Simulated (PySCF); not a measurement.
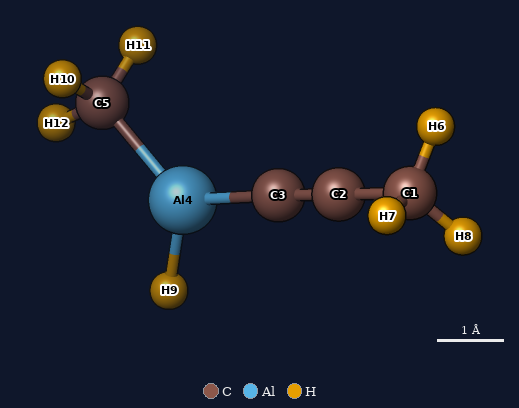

The structure as given in the input (ball-and-stick view, seen at a tilt; atoms are numbered from 1 in the order of the input). Sticks mark near contacts. Bond lengths as drawn: Al–C 1.94 to 1.99 Å, Al–H 1.55 Å, C–C 1.22 to 1.45 Å and C–H 1.09 to 1.10 Å.

**Run report: C$_{4}$H$_{7}$Al, single-point calculation**

System: C$_{4}$H$_{7}$Al, SMILES CC#[C][AlH][CH3].
Method: r2SCAN/def2-SVP, RKS (PySCF 2.14.0).

The geometry comes from this level: GFN2-xTB.

Log:
```
converged SCF energy = -398.695521762783
Final energy -398.6955217627825
```

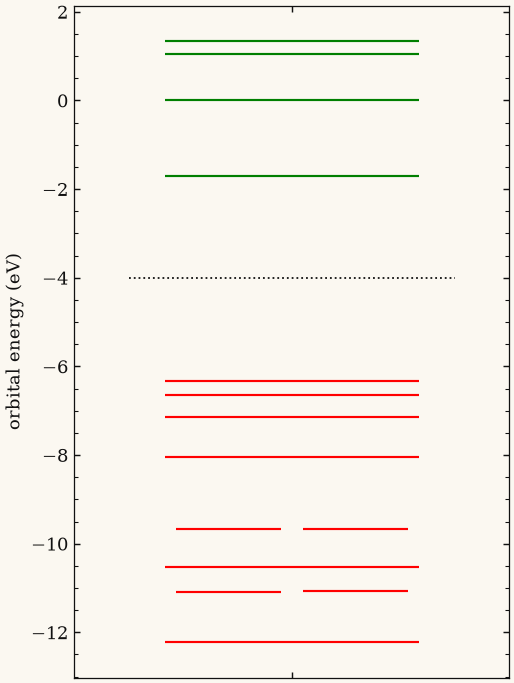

Orbital energies near the frontier; the dotted line parts filled from empty levels, and levels within 0.02 eV of each other stand side by side. Highest filled −6.33 eV, lowest empty −1.70 eV, 4.63 eV apart.

The run was set up as follows.

Input file (input.py):
```python
from pyscf import gto, dft

mol = gto.M(
    atom='''
C     -0.162730    -3.099470     0.290160
C     -0.216060    -1.652690     0.328910
C     -0.253590    -0.436940     0.358830
Al    -0.338680     1.497720     0.454640
C      0.513060     2.805590    -0.780960
H      0.020740    -3.440610    -0.729270
H      0.640480    -3.460740     0.932960
H     -1.107670    -3.518180     0.637760
H     -1.169800     2.062230     1.634310
H      1.608280     2.742920    -0.779730
H      0.206740     2.658110    -1.824230
H      0.259230     3.842060    -0.523380
''',
    verbose=3,
    basis='def2-svp',
    max_memory=1860,
    spin=0,
)

mf = dft.RKS(mol, xc='r2scan')
mf.conv_tol = 1e-10
mf.grids.level = 2
mf.kernel()
if not mf.converged:
    mf = mf.newton().run(mf.mo_coeff, mf.mo_occ)

energy = mf.e_tot
print('Final energy', energy)
```

Run as:
```bash
OMP_NUM_THREADS=1 python input.py
```

Key numbers:

| quantity | value |
| --- | --- |
| outcome | converged |
| total energy | −398.695522 hartree |
| basis functions | 109 |
| HOMO | −6.32 eV |
| LUMO | −1.70 eV |
| dipole moment | 1.66 D |
| hardware | 1 thread of Arm Neoverse V1, 24 GiB of memory available, shared host |
| wall time | 20 s |
| peak memory | 0.61 GiB |
